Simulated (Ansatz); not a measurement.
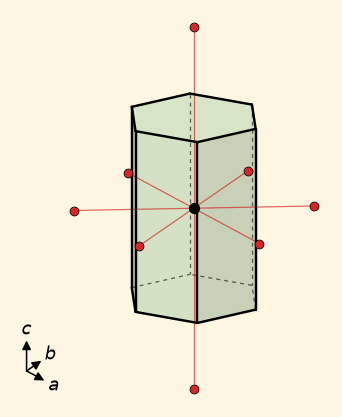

For Tb, the input geometry of an electronic-structure calculation (not necessarily at equilibrium): the Wigner–Seitz cell of the crystal's lattice, with lines to the lattice points that define its faces. All values are computed from the atomic coordinates in the standard setting (tolerance 0.002 Å).

a = 3.650 Å, b = 3.650 Å, c = 5.855 Å, α = 90.00°, β = 90.00°, γ = 120.00°; lattice centring P.

> What is the cell's combinatorial type?

A hexagonal prism: 8 faces (6 with 4 edges, 2 with 6 edges), 18 edges, 12 vertices. Its volume is that of the primitive cell, 67.6 Å³.

> Which lattice vectors do the faces bisect?

```csv
example,length (Å),faces,edges of each,area (Å²)
a + b,3.65,6,4,12.3
c,5.86,2,6,11.5
```
